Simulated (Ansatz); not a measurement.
**CH₅SSn radical: small, medium and large basis sets**

How large a basis does CH₅SSn radical need? Two functionals are run in growing sets.

The runs use Ansatz 0.2.0, Gaussian basis; one geometry, several basis sets.

Levels to be run: PBE0-D4/def2-SVP; ωB97M-V/def2-SVP; PBE0-D4/def2-QZVPP; ωB97M-V/def2-QZVPP; the functionals' def2-TZVPP values are taken from earlier runs.

### Step 1. Structure used throughout

All runs share one geometry, relaxed beforehand with PBE0-D4 in a triple-zeta def2 set. Sn takes the def2 core potential; no spin-orbit term is included.

SMILES `[CH3][SnH][SH]`, 8 atoms, charge 0, spin multiplicity 2.

Atoms are counted from 1 here; the program's logs count them from 0.

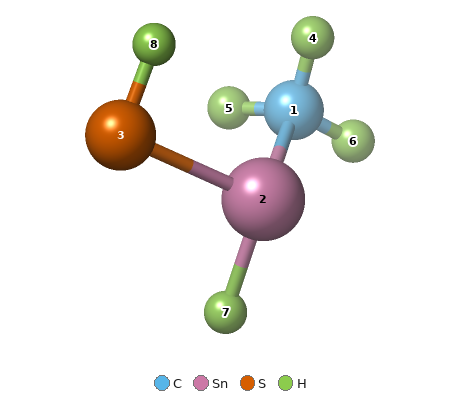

The structure; carbon blue, tin pink, sulfur orange, hydrogen green; atoms are numbered from 1 in the order of the file.

Coordinates:

```
C    -0.7193    0.8799   -0.4616
Sn    1.1928   -0.0872   -0.1642
S     0.8584   -1.8942    1.4138
H    -1.0453    1.3497    0.4652
H    -1.4358    0.1135   -0.7609
H    -0.6298    1.6333   -1.2440
H     1.6717   -0.9303   -1.5969
H     0.1993   -1.1218    2.2928
```

### Step 2. PBE0-D4 in def2-SVP

The input, in.yaml:

```yaml
crystal:
  periodic: [false, false, false]
  atoms:
    - {symbol: C, position_ang: [-0.719276, 0.879890, -0.461587]}
    - {symbol: Sn, position_ang: [1.192822, -0.087183, -0.164169]}
    - {symbol: S, position_ang: [0.858427, -1.894172, 1.413768]}
    - {symbol: H, position_ang: [-1.045325, 1.349667, 0.465221]}
    - {symbol: H, position_ang: [-1.435807, 0.113499, -0.760904]}
    - {symbol: H, position_ang: [-0.629773, 1.633323, -1.244039]}
    - {symbol: H, position_ang: [1.671737, -0.930301, -1.596880]}
    - {symbol: H, position_ang: [0.199295, -1.121825, 2.292790]}
basis:
  gaussian: {orbitals: def2-SVP}
magnetization: {spin_polarized: true, initial_magnetization: 1}
hamiltonian: {xc: pbe0, dispersion: d4}
output: {orbitals: {seedname: orbitals}}
```

Further steps of the session: ωB97M-V in def2-SVP; PBE0-D4 in def2-QZVPP; ωB97M-V in def2-QZVPP.

Before running them: what should the planned runs give, taken together? Wanted: PBE0-D4: double and triple zeta above quadruple; ωB97M-V: double and triple zeta above quadruple.

**Answer**, as computed:

| quantity | value |
| --- | --- |
| PBE0-D4: double and triple zeta above quadruple | 5.76, 0.45 eV |
| ωB97M-V: double and triple zeta above quadruple | 5.85, 0.44 eV |

**Reading.** PBE0-D4 gains 5.31 eV from double to triple zeta, then 0.45 eV more. Total energies overstate the basis error of differences, where much of it tends to cancel.
